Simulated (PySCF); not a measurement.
**C8H20N2Si3: NMR shielding calculation**

The run: NMR shielding calculation of C8H20N2Si3, SMILES C=C[Si@@H](N[Si@H](C)C=C)N[Si@@H](C)C=C. Method and program: GIAO WP04/6-31G* NMR shielding, non-relativistic, gas phase (PySCF 2.14.0).

The geometry comes from this level: GFN2-xTB. Figures and captions count atoms from 1; the log counts them from 0 in places.

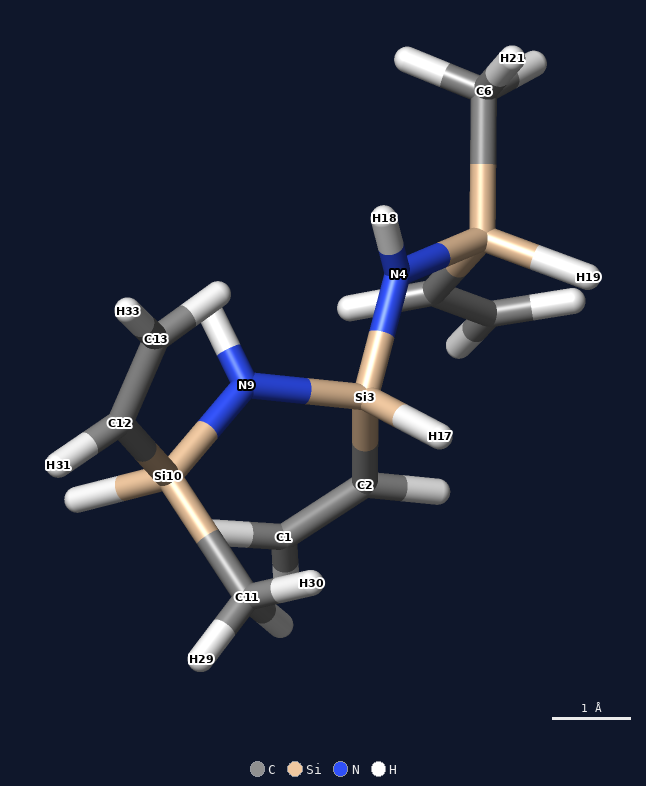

The input geometry (stick view, seen at a tilt; atoms are numbered from 1 in the order of the input). Bond lengths as drawn: C–C 1.32 Å, C–H 1.08 to 1.09 Å, C–Si 1.88 to 1.90 Å, H–N 1.01 Å, H–Si 1.47 to 1.48 Å and N–Si 1.73 to 1.74 Å.

Key numbers:

| quantity | value |
| --- | --- |
| outcome | converged |
| total energy | −1315.281855 hartree |
| HOMO | −7.96 eV |
| LUMO | −2.13 eV |
| dipole moment | 0.89 D |
| isotropic shielding, C | 56.3 to 187.4 ppm |
| isotropic shielding, Si | 419.1 to 425.5 ppm |
| isotropic shielding, N | 237.1 to 243.8 ppm |
| isotropic shielding, H | 26.6 to 33.2 ppm |
| hardware | 1 CPU thread, shared host |
| wall time | 86 s |
| peak memory | 1.5 GiB |

Input file:
```
{"job": {"xc": "WP04", "basis": "6-31G*", "kind": "nmr", "pop": false}, "charge": 0, "multiplicity": 1}
C      0.513387    -1.314187    -2.338759
C     -0.345502    -0.447576    -1.828152
Si    -0.047615     0.588109    -0.286768
N     -1.268475     0.191591     0.881364
Si    -2.925597    -0.228189     0.598351
C     -3.722944    -0.533393     2.296498
C     -2.954291    -1.795176    -0.448992
C     -3.948714    -2.151478    -1.245875
N      1.459267     0.250496     0.497649
Si     3.086277     0.438466    -0.065068
C      3.062940     1.493418    -1.637802
C      4.111665     1.273718     1.284254
C      3.612784     1.865466     2.357802
H      0.307963    -1.888920    -3.230452
H      1.472365    -1.486127    -1.876033
H     -1.297462    -0.308688    -2.325956
H     -0.085451     2.019007    -0.635069
H     -1.069663     0.524909     1.810492
H     -3.642332     0.853990    -0.102605
H     -4.758886    -0.834634     2.183069
H     -3.706635     0.361785     2.910473
H     -3.211477    -1.319844     2.843341
H     -2.086954    -2.441769    -0.389514
H     -4.833655    -1.543890    -1.351051
H     -3.933572    -3.058146    -1.832737
H      1.377081    -0.235600     1.375852
H      3.687251    -0.884133    -0.342619
H      2.410682     1.053795    -2.384843
H      4.055549     1.582318    -2.068160
H      2.700055     2.494990    -1.431017
H      5.187800     1.270277     1.156379
H      2.548858     1.899170     2.531080
H      4.228364     2.342069     3.106787
```

The first line tells a small driver script what to run in PySCF; the rest is the geometry in Å.

Launch command:
```bash
OMP_NUM_THREADS=1 python <driver script> task.json out
```

Output:
```
coarse grid: 28088 points
cycle   1  E = -1315.0345821220  dE =  1.077e+00  |g| = 1.321e+00  |ddm| = 5.309e+00
cycle   2  E = -1314.6635969760  dE =  3.710e-01  |g| = 1.772e+00  |ddm| = 2.879e+00
cycle   3  E = -1315.4496532758  dE = -7.861e-01  |g| = 2.502e-01  |ddm| = 1.949e+00
cycle   4  E = -1315.4649814891  dE = -1.533e-02  |g| = 6.597e-02  |ddm| = 2.917e-01
cycle   5  E = -1315.4657739089  dE = -7.924e-04  |g| = 3.899e-02  |ddm| = 8.553e-02
cycle   6  E = -1315.4661698438  dE = -3.959e-04  |g| = 8.257e-03  |ddm| = 3.838e-02
cycle   7  E = -1315.4661894979  dE = -1.965e-05  |g| = 1.354e-03  |ddm| = 1.012e-02
cycle   8  E = -1315.4661898991  dE = -4.011e-07  |g| = 5.839e-04  |ddm| = 1.684e-03
final grid: 254872 points
cycle   9  E = -1315.2818057758  dE = -6.610e-05  |g| = 1.336e-02  |ddm| = 4.236e-02
cycle  10  E = -1315.2817816411  dE =  2.413e-05  |g| = 1.673e-02  |ddm| = 2.911e-02
cycle  11  E = -1315.2818539381  dE = -7.230e-05  |g| = 1.772e-03  |ddm| = 1.602e-02
cycle  12  E = -1315.2818546782  dE = -7.401e-07  |g| = 4.415e-04  |ddm| = 1.876e-03
cycle  13  E = -1315.2818547219  dE = -4.374e-08  |g| = 1.808e-04  |ddm| = 5.296e-04
cycle  14  E = -1315.2818547301  dE = -8.117e-09  |g| = 5.640e-05  |ddm| = 1.958e-04
cycle  15  E = -1315.2818547308  dE = -7.885e-10  |g| = 1.664e-05  |ddm| = 6.501e-05
```

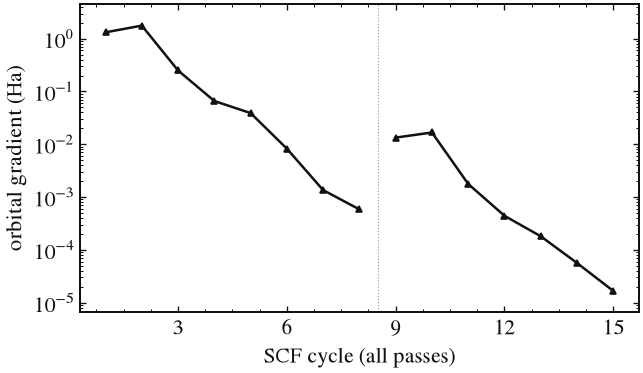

Convergence of the self-consistent field: orbital gradient against the SCF cycle. The dotted line marks the change from a coarse to the final integration grid. The first 8 cycles use a coarse grid, the final grid takes over at cycle 9, and the field converges after 15 cycles in all.

```
converged SCF energy = -1315.2818547308

GIAO shielding tensors (ppm)
atom      isotropic    diamagn.    paramagn.     s11        s22        s33       span
  0 C       65.013     262.782    -197.770    -42.181     66.685    170.533    212.715
  1 C       59.508     264.761    -205.253    -42.033     47.580    172.976    215.009
  2 Si     425.525     889.126    -463.601    394.576    429.711    452.287     57.711
  3 N      237.105     331.299     -94.194    208.160    245.922    257.232     49.071
  4 Si     419.070     884.248    -465.178    401.501    411.768    443.942     42.441
  5 C      185.131     250.255     -65.123    176.781    187.096    191.517     14.736
  6 C       56.332     262.913    -206.581    -47.624     50.557    166.062    213.686
  7 C       65.565     255.696    -190.131    -45.012     72.784    168.921    213.933
  8 N      243.789     334.762     -90.974    206.920    252.967    271.480     64.560
  9 Si     420.828     884.971    -464.143    394.904    417.140    450.439     55.535
 10 C      187.363     254.591     -67.228    183.503    187.996    190.590      7.087
 11 C       59.625     253.948    -194.323    -41.802     50.743    169.935    211.737
 12 C       65.056     259.069    -194.014    -44.054     68.702    170.519    214.573
 13 H       26.826      32.285      -5.459     24.296     26.354     29.828      5.532
 14 H       26.898      39.009     -12.111     23.522     26.552     30.620      7.098
 15 H       26.663      36.003      -9.341     23.748     26.404     29.836      6.088
 16 H       27.679      38.034     -10.356     23.456     27.577     32.003      8.547
 17 H       33.121      38.606      -5.485     23.972     33.649     41.742     17.770
 18 H       27.812      33.674      -5.862     24.674     26.252     32.510      7.836
 19 H       32.668      26.904       5.764     28.338     30.245     39.420     11.082
 20 H       32.616      30.612       2.004     28.518     30.840     38.490      9.972
 21 H       32.527      31.791       0.735     28.749     31.139     37.691      8.942
 22 H       26.565      37.147     -10.582     22.446     27.088     30.162      7.715
 23 H       27.126      29.922      -2.797     23.372     26.359     31.645      8.273
 24 H       26.952      29.972      -3.020     23.623     26.426     30.807      7.183
 25 H       33.233      41.103      -7.870     24.890     32.270     42.540     17.650
 26 H       27.828      33.442      -5.614     24.085     26.276     33.124      9.039
 27 H       32.278      34.914      -2.636     27.047     32.062     37.723     10.676
 28 H       32.680      28.456       4.225     28.541     29.531     39.969     11.428
 29 H       32.478      33.550      -1.073     28.955     30.915     37.563      8.608
 30 H       26.817      23.349       3.468     25.483     26.293     28.676      3.194
 31 H       26.988      39.278     -12.290     24.519     25.103     31.340      6.821
 32 H       26.884      25.891       0.993     24.761     26.121     29.770      5.010
```

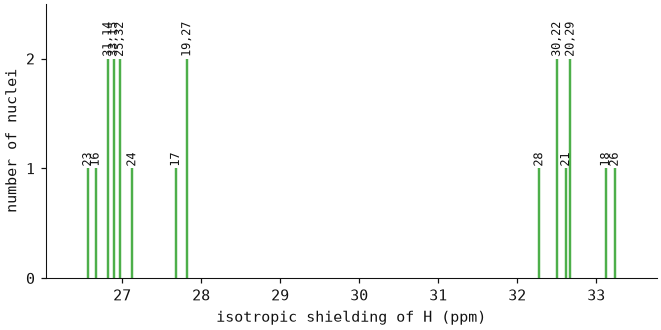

Isotropic shieldings of the hydrogen nuclei in this fixed geometry, labelled by atom number; shielding grows to the right, so chemical shift grows to the left. The least shielded is H23 (26.6 ppm), the most shielded H26 (33.2 ppm).
